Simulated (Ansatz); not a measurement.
## Nudged elastic band of C2H5NOSe

- system: C2H5NOSe, SMILES NCOC=[Se]
- method: RKS B3LYP/def2-SVP (Ansatz 0.2.0)

One setting was made poor on purpose. It belongs to a series of runs on one base structure; here: band between the two ends. Figures and captions count atoms from 1; the log counts them from 0 in places.

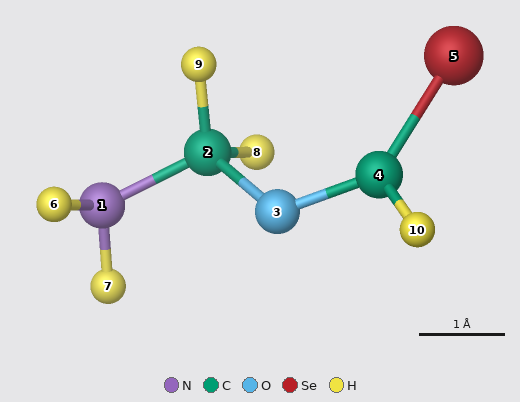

Fig. 1: The starting structure (ball-and-stick view, seen at a tilt; atoms are numbered from 1 in the order of the input).

**Results in brief**

| quantity | value |
| --- | --- |
| outcome | converged |
| barrier, forward | 0.354 eV |
| barrier, backward | 0.354 eV |
| hardware | 2 threads of Intel Xeon (Granite Rapids), 16 GiB of memory available, shared host |
| wall time | 2.3 min (CPU time 4.5 min) |
| peak memory | 0.3 GiB |

**Notes**

A deliberately poor setting: few images. The order of the saddle point was not checked.

**The input**
```yaml
crystal:
  periodic: [false, false, false]
  atoms:
    - { symbol: "N", position_ang: [-0.026696, 1.14703, 1.432997] }
    - { symbol: C, position_ang: [-0.249615, 0.605669, 0.156281] }
    - { symbol: O, position_ang: [0.384941, -0.72327, 0.020734] }
    - { symbol: C, position_ang: [0.29585, -1.393624, -1.104482] }
    - { symbol: Se, position_ang: [-0.526372, -0.941204, -2.622943] }
    - { symbol: H, position_ang: [0.957491, 1.312992, 1.632674] }
    - { symbol: H, position_ang: [-0.433941, 0.590945, 2.181975] }
    - { symbol: H, position_ang: [-1.321724, 0.463643, -0.047405] }
    - { symbol: H, position_ang: [0.174712, 1.238895, -0.637423] }
    - { symbol: H, position_ang: [0.828554, -2.352175, -1.009509] }
basis:
  gaussian: { orbitals: def2-SVP }
hamiltonian:
  xc: b3lyp
neb:
  order_check: false
  images: 2
  f_tol: 0.05
  max_iterations: 60
  initial_path: idpp
  climbing: true
  final_atoms:
    - { symbol: "N", position_ang: [-0.02793808, 1.14645412, 1.43345124] }
    - { symbol: C, position_ang: [-0.24781125, 0.60664126, 0.15547681] }
    - { symbol: O, position_ang: [0.38781157, -0.72163472, 0.01972686] }
    - { symbol: C, position_ang: [0.29579873, -1.39364937, -1.10418635] }
    - { symbol: Se, position_ang: [-0.53152359, -0.94388967, -2.62087729] }
    - { symbol: H, position_ang: [-0.43699398, 0.58919692, 2.18055146] }
    - { symbol: H, position_ang: [0.95581111, 1.31178943, 1.63576186] }
    - { symbol: H, position_ang: [-1.31940702, 0.46444327, -0.05071955] }
    - { symbol: H, position_ang: [0.17796775, 1.2412111, -0.63641591] }
    - { symbol: H, position_ang: [0.82948477, -2.35166134, -1.00987014] }
```

Run as:
```bash
ansatz run input.yaml --threads 2 --pin off --max-ram 3072MiB --backend cpu --events-out ev --progress --plain --runs-dir out
```

**The program's output**
```
Engine: ansatz 0.2.0, x86_64-unknown-linux-gnu
Functional definition: B3LYP
  parameter a0 = 0.2
  parameter ax = 0.72
  parameter ac = 0.81
  exchange = (1 - a0 - ax)*slater_x + ax*b88_x + a0*exact_x
  correlation = (1 - ac)*vwn_rpa_c + ac*lyp_c
1240 factors; integrals over basis functions are off by at most 3.8e-4 eV
mean field evaluation 1: about -71024.2949 eV, gradient 5.3e1 eV
mean field evaluation 2: about -71016.5510 eV, gradient 7.7e1 eV
mean field evaluation 4: about -71030.1048 eV, gradient 5.4e0 eV
mean field evaluation 8: about -71030.1965 eV, gradient 1.9e-1 eV
mean field evaluation 16: about -71030.1966 eV, gradient 3.9e-5 eV
mean field -71030.19662550 eV, -2610.3115799905 hartree, gradient 3.9e-5 eV, S^2 0.000000; 0 other end points of the search recorded, 0 dependent functions left out
the calculation of the forces begins
reference -71030.19686708 eV, -2610.3115888687 hartree; 33, 33 occupied and 80, 80 virtual orbitals, 1240 factors
1240 factors; integrals over basis functions are off by at most 5.7e-4 eV
mean field evaluation 32: about -71030.1966 eV, gradient 3.9e-5 eV
mean field -71030.19663131 eV, -2610.3115802042 hartree, gradient 3.9e-5 eV, S^2 0.000000; 0 other end points of the search recorded, 0 dependent functions left out
[... from here on the field's lines of each further geometry are left out, up to the last ...]
NEB iter   1: max|band force component| = 2.149e0 eV/Å  barrier→ = 0.5509 eV  barrier← = 0.5509 eV  Δτ_max = 0.0854 Å  (109 SCF iters)
NEB iter   2: max|band force component| = 9.902e-1 eV/Å  barrier→ = 0.4202 eV  barrier← = 0.4202 eV  Δτ_max = 0.1740 Å  (62 SCF iters)
NEB iter   3: max|band force component| = 1.651e0 eV/Å  barrier→ = 0.5356 eV  barrier← = 0.5356 eV  Δτ_max = 0.0918 Å  (62 SCF iters)
NEB iter   4: max|band force component| = 5.016e-1 eV/Å  barrier→ = 0.3640 eV  barrier← = 0.3640 eV  Δτ_max = 0.0355 Å  (60 SCF iters)
NEB iter   5: max|band force component| = 3.392e-1 eV/Å  barrier→ = 0.3471 eV  barrier← = 0.3471 eV  CI = image 1  Δτ_max = 0.1797 Å  (58 SCF iters)
NEB iter   6: max|band force component| = 4.341e-1 eV/Å  barrier→ = 0.4080 eV  barrier← = 0.4080 eV  CI = image 1  Δτ_max = 0.0905 Å  (61 SCF iters)
NEB iter   7: max|band force component| = 5.462e-1 eV/Å  barrier→ = 0.4127 eV  barrier← = 0.4127 eV  CI = image 1  Δτ_max = 0.0550 Å  (58 SCF iters)
NEB iter   8: max|band force component| = 5.078e-1 eV/Å  barrier→ = 0.3926 eV  barrier← = 0.3926 eV  CI = image 1  Δτ_max = 0.0907 Å  (57 SCF iters)
NEB iter   9: max|band force component| = 5.276e-1 eV/Å  barrier→ = 0.3770 eV  barrier← = 0.3770 eV  CI = image 1  Δτ_max = 0.0910 Å  (58 SCF iters)
NEB iter  10: max|band force component| = 3.048e-1 eV/Å  barrier→ = 0.3556 eV  barrier← = 0.3556 eV  CI = image 1  Δτ_max = 0.0907 Å  (59 SCF iters)
NEB iter  11: max|band force component| = 4.479e-1 eV/Å  barrier→ = 0.3634 eV  barrier← = 0.3634 eV  CI = image 1  Δτ_max = 0.0455 Å  (60 SCF iters)
NEB iter  12: max|band force component| = 1.660e-1 eV/Å  barrier→ = 0.3517 eV  barrier← = 0.3517 eV  CI = image 1  Δτ_max = 0.0511 Å  (56 SCF iters)
NEB iter  13: max|band force component| = 1.366e-1 eV/Å  barrier→ = 0.3551 eV  barrier← = 0.3551 eV  CI = image 1  Δτ_max = 0.0262 Å  (57 SCF iters)
NEB iter  14: max|band force component| = 8.510e-2 eV/Å  barrier→ = 0.3553 eV  barrier← = 0.3553 eV  CI = image 1  Δτ_max = 0.0908 Å  (56 SCF iters)
NEB iter  15: max|band force component| = 1.950e-1 eV/Å  barrier→ = 0.3496 eV  barrier← = 0.3496 eV  CI = image 1  Δτ_max = 0.0241 Å  (59 SCF iters)
NEB iter  16: max|band force component| = 1.077e-1 eV/Å  barrier→ = 0.3496 eV  barrier← = 0.3496 eV  CI = image 1  Δτ_max = 0.0454 Å  (55 SCF iters)
NEB iter  17: max|band force component| = 1.578e-1 eV/Å  barrier→ = 0.3443 eV  barrier← = 0.3443 eV  CI = image 1  Δτ_max = 0.0795 Å  (57 SCF iters)
NEB iter  18: max|band force component| = 9.342e-2 eV/Å  barrier→ = 0.3524 eV  barrier← = 0.3524 eV  CI = image 1  Δτ_max = 0.0789 Å  (61 SCF iters)
NEB iter  19: max|band force component| = 1.123e-1 eV/Å  barrier→ = 0.3560 eV  barrier← = 0.3560 eV  CI = image 1  Δτ_max = 0.0120 Å  (59 SCF iters)
NEB iter  20: max|band force component| = 1.350e-1 eV/Å  barrier→ = 0.3555 eV  barrier← = 0.3555 eV  CI = image 1  Δτ_max = 0.0060 Å  (58 SCF iters)
NEB iter  21: max|band force component| = 1.155e-1 eV/Å  barrier→ = 0.3554 eV  barrier← = 0.3554 eV  CI = image 1  Δτ_max = 0.0120 Å  (49 SCF iters)
NEB iter  22: max|band force component| = 1.093e-1 eV/Å  barrier→ = 0.3551 eV  barrier← = 0.3551 eV  CI = image 1  Δτ_max = 0.0240 Å  (52 SCF iters)
NEB iter  23: max|band force component| = 9.857e-2 eV/Å  barrier→ = 0.3544 eV  barrier← = 0.3544 eV  CI = image 1  Δτ_max = 0.0480 Å  (53 SCF iters)
NEB iter  24: max|band force component| = 8.458e-2 eV/Å  barrier→ = 0.3515 eV  barrier← = 0.3515 eV  CI = image 1  Δτ_max = 0.0232 Å  (57 SCF iters)
NEB iter  25: max|band force component| = 5.852e-2 eV/Å  barrier→ = 0.3526 eV  barrier← = 0.3526 eV  CI = image 1  Δτ_max = 0.0957 Å  (55 SCF iters)
NEB iter  26: max|band force component| = 1.567e-1 eV/Å  barrier→ = 0.3442 eV  barrier← = 0.3442 eV  CI = image 1  Δτ_max = 0.0481 Å  (58 SCF iters)
NEB iter  27: max|band force component| = 5.883e-2 eV/Å  barrier→ = 0.3478 eV  barrier← = 0.3479 eV  CI = image 1  Δτ_max = 0.0958 Å  (57 SCF iters)
NEB iter  28: max|band force component| = 2.225e-1 eV/Å  barrier→ = 0.3384 eV  barrier← = 0.3384 eV  CI = image 1  Δτ_max = 0.0148 Å  (59 SCF iters)
NEB iter  29: max|band force component| = 1.514e-1 eV/Å  barrier→ = 0.3372 eV  barrier← = 0.3373 eV  CI = image 1  Δτ_max = 0.0480 Å  (55 SCF iters)
NEB iter  30: max|band force component| = 2.126e-1 eV/Å  barrier→ = 0.3307 eV  barrier← = 0.3307 eV  CI = image 1  Δτ_max = 0.0248 Å  (56 SCF iters)
NEB iter  31: max|band force component| = 1.363e-1 eV/Å  barrier→ = 0.3317 eV  barrier← = 0.3318 eV  CI = image 1  Δτ_max = 0.0480 Å  (58 SCF iters)
NEB iter  32: max|band force component| = 1.720e-1 eV/Å  barrier→ = 0.3229 eV  barrier← = 0.3229 eV  CI = image 1  Δτ_max = 0.0481 Å  (57 SCF iters)
NEB iter  33: max|band force component| = 1.001e-1 eV/Å  barrier→ = 0.3310 eV  barrier← = 0.3310 eV  CI = image 1  Δτ_max = 0.0481 Å  (57 SCF iters)
NEB iter  34: max|band force component| = 3.224e-1 eV/Å  barrier→ = 0.3387 eV  barrier← = 0.3387 eV  CI = image 1  Δτ_max = 0.0241 Å  (57 SCF iters)
NEB iter  35: max|band force component| = 1.384e-1 eV/Å  barrier→ = 0.3427 eV  barrier← = 0.3427 eV  CI = image 1  Δτ_max = 0.0481 Å  (57 SCF iters)
NEB iter  36: max|band force component| = 1.374e-1 eV/Å  barrier→ = 0.3499 eV  barrier← = 0.3499 eV  CI = image 1  Δτ_max = 0.0481 Å  (59 SCF iters)
NEB iter  37: max|band force component| = 1.523e-1 eV/Å  barrier→ = 0.3549 eV  barrier← = 0.3549 eV  CI = image 1  Δτ_max = 0.0844 Å  (56 SCF iters)
NEB iter  38: max|band force component| = 1.521e-1 eV/Å  barrier→ = 0.3567 eV  barrier← = 0.3567 eV  CI = image 1  Δτ_max = 0.0091 Å  (59 SCF iters)
NEB iter  39: max|band force component| = 1.187e-1 eV/Å  barrier→ = 0.3557 eV  barrier← = 0.3557 eV  CI = image 1  Δτ_max = 0.0233 Å  (55 SCF iters)
the calculation of the forces begins
reference -71029.88777838 eV, -2610.3002300682 hartree; 33, 33 occupied and 80, 80 virtual orbitals, 1240 factors
1240 factors; integrals over basis functions are off by at most 4.2e-4 eV
mean field -71029.84239647 eV, -2610.2985623139 hartree, gradient 8.0e-5 eV, S^2 0.000000; 1 other end points of the search recorded, 0 dependent functions left out
the calculation of the forces begins
reference -71029.84263319 eV, -2610.2985710133 hartree; 33, 33 occupied and 80, 80 virtual orbitals, 1240 factors
NEB iter  40: max|band force component| = 3.747e-2 eV/Å  barrier→ = 0.3542 eV  barrier← = 0.3542 eV  CI = image 1  Δτ_max = 0.0000 Å  (110 SCF iters)
```

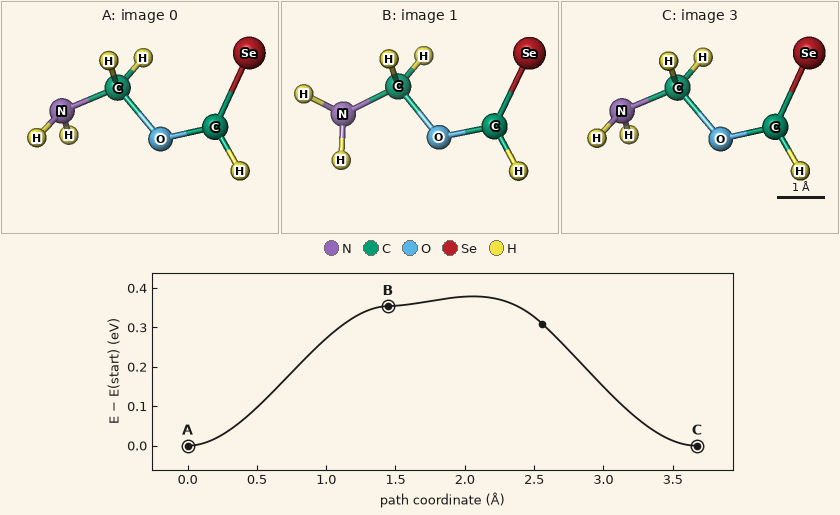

Fig. 2: Images of the last band (counted from 0; ball-and-stick, seen at a tilt) above the energy along the path; the line is a cubic interpolation that uses the forces. The highest image is number 1, 0.354 eV above the start and 0.354 eV above the end (the climbing image); start and end have the same energy. The path is 3.67 Å long. The band converged in 40 iterations.

```
Total energy: -71029.84263319 eV, -2610.2985710133 hartree
Atom 0 at    -0.046160     0.969743     1.543920 Å, force     0.045512     0.009573    -0.010715 eV/Å
Atom 1 at    -0.186695     0.591986     0.155015 Å, force    -0.000690     0.006602     0.021659 eV/Å
Atom 2 at     0.137318    -0.805629     0.075015 Å, force    -0.011490    -0.016308    -0.006308 eV/Å
Atom 3 at     0.044681    -1.452233    -1.070251 Å, force     0.035509     0.009287    -0.003245 eV/Å
Atom 4 at    -0.420948    -0.825823    -2.669294 Å, force    -0.007955    -0.001341     0.001377 eV/Å
Atom 5 at     0.456741     1.852576     1.619947 Å, force    -0.008150    -0.008382    -0.001849 eV/Å
Atom 6 at     0.520981     0.271007     2.024671 Å, force    -0.029170     0.002539    -0.000592 eV/Å
Atom 7 at    -1.220307     0.716678    -0.214763 Å, force    -0.008885    -0.004480    -0.000572 eV/Å
Atom 8 at     0.476877     1.135701    -0.545318 Å, force    -0.003736     0.006139    -0.001581 eV/Å
Atom 9 at     0.320714    -2.505106    -0.916043 Å, force    -0.010946    -0.003629     0.001827 eV/Å
Dipole moment:     0.341684     0.152029     0.376403 e Å
this run last wrote the band of iteration 40 to [file]
```

**The last band as extended XYZ (Å, eV, eV/Å)**
```
10
Properties=species:S:1:pos:R:3:forces:R:3 image=0 energy=-71030.19662
N    -0.0267    1.1470    1.4330    0.0004   0.0001   0.0020
C    -0.2496    0.6057    0.1563   -0.0008  -0.0015  -0.0016
O     0.3849   -0.7233    0.0207    0.0009   0.0009  -0.0009
C     0.2959   -1.3936   -1.1045    0.0034  -0.0007   0.0088
Se   -0.5264   -0.9412   -2.6229   -0.0024   0.0004  -0.0042
H     0.9575    1.3130    1.6327   -0.0010  -0.0005  -0.0003
H    -0.4339    0.5909    2.1820    0.0000   0.0004  -0.0011
H    -1.3217    0.4636   -0.0474    0.0007   0.0010  -0.0001
H     0.1747    1.2389   -0.6374   -0.0002  -0.0001   0.0003
H     0.8286   -2.3522   -1.0095   -0.0011   0.0000  -0.0029
10
Properties=species:S:1:pos:R:3:forces:R:3 image=1 energy=-71029.84240
N    -0.0462    0.9697    1.5439    0.0455   0.0096  -0.0107
C    -0.1867    0.5920    0.1550   -0.0007   0.0066   0.0217
O     0.1373   -0.8056    0.0750   -0.0115  -0.0163  -0.0063
C     0.0447   -1.4522   -1.0703    0.0355   0.0093  -0.0032
Se   -0.4209   -0.8258   -2.6693   -0.0080  -0.0013   0.0014
H     0.4567    1.8526    1.6199   -0.0081  -0.0084  -0.0018
H     0.5210    0.2710    2.0247   -0.0292   0.0025  -0.0006
H    -1.2203    0.7167   -0.2148   -0.0089  -0.0045  -0.0006
H     0.4769    1.1357   -0.5453   -0.0037   0.0061  -0.0016
H     0.3207   -2.5051   -0.9160   -0.0109  -0.0036   0.0018
10
Properties=species:S:1:pos:R:3:forces:R:3 image=2 energy=-71029.88754
N     0.5208    1.1170    1.3325    0.1819   0.0478  -0.0736
C    -0.0042    0.6419    0.0904    0.0569   0.0127  -0.0222
O     0.0319   -0.8070    0.1055   -0.0319   0.0049   0.0099
C    -0.1668   -1.4909   -1.0032   -0.0156  -0.0092   0.0180
Se   -0.6402   -0.8961   -2.6134   -0.0088  -0.0084  -0.0080
H    -0.1290    1.6584    1.8836   -0.3370  -0.0848   0.1479
H     0.9102    0.3665    1.8967    0.0995   0.0250  -0.0388
H    -1.0454    0.9600   -0.1017    0.0575   0.0732   0.0288
H     0.5993    0.9588   -0.7770    0.0342  -0.0551  -0.0765
H     0.0066   -2.5596   -0.8105   -0.0367  -0.0060   0.0144
10
Properties=species:S:1:pos:R:3:forces:R:3 image=3 energy=-71030.19663
N    -0.0283    1.1463    1.4336    0.0004   0.0000   0.0002
C    -0.2479    0.6066    0.1555   -0.0017   0.0008   0.0010
O     0.3879   -0.7216    0.0197    0.0012  -0.0008   0.0001
C     0.2962   -1.3935   -1.1043    0.0004   0.0013   0.0003
Se   -0.5310   -0.9437   -2.6210    0.0000  -0.0005  -0.0002
H    -0.4374    0.5889    2.1805   -0.0002   0.0003  -0.0001
H     0.9554    1.3118    1.6360   -0.0003   0.0001  -0.0003
H    -1.3195    0.4643   -0.0509    0.0007   0.0009  -0.0002
H     0.1779    1.2413   -0.6363   -0.0003  -0.0012   0.0002
H     0.8300   -2.3515   -1.0100   -0.0003  -0.0009  -0.0010
```
